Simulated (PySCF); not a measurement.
Vertical excitations of a molecule C5H3N3 from PySCF with TDA-B3LYP/def2-SVPD, as energy in eV (oscillator strength): 3.82 (0.004), 4.34 (0.002), 5.27 (0.183), 5.37 (0.000), 5.94 (0.000), 6.05 (0.235), 6.06 (0.000), 6.84 (0.063), 6.85 (0.006), 6.90 (0.000). Lowest triplet (TDA): 3.19 eV. The structure is a stationary point at PBE0-D3(BJ)/def2-SVP. Other conformers were not sampled.

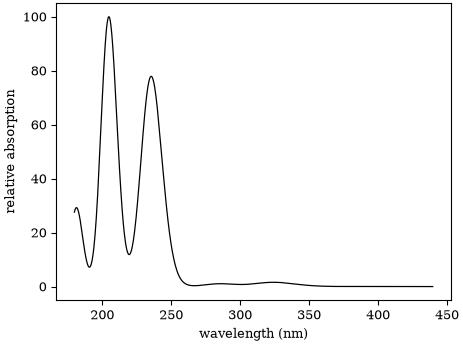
*The lines broadened by 0.4 eV.*

Task: Identify the compound among the candidates.
(A) N#Cc1cncnc1
(B) N#Cc1ncccn1
(C) N#Cc1cnccn1
(D) N#Cc1ccncn1

Result: C, N#Cc1cnccn1
